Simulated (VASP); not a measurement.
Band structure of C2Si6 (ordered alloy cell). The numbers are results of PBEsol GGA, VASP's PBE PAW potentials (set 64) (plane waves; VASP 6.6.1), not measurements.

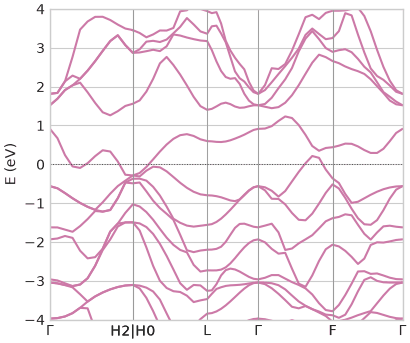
Figure: Bands along high-symmetry lines, zero at the valence-band maximum or, without a gap, the Fermi level

Read the plot: is there a gap, and where are the band edges?

It has no gap at this level: it comes out as a metal or semimetal. (Edges off the drawn lines would not show.)

The structure was generated: C2Si6 was put into an ordered model structure (R-3m), which need not be its known phase. It was relaxed first, which changed the volume by +9 %.
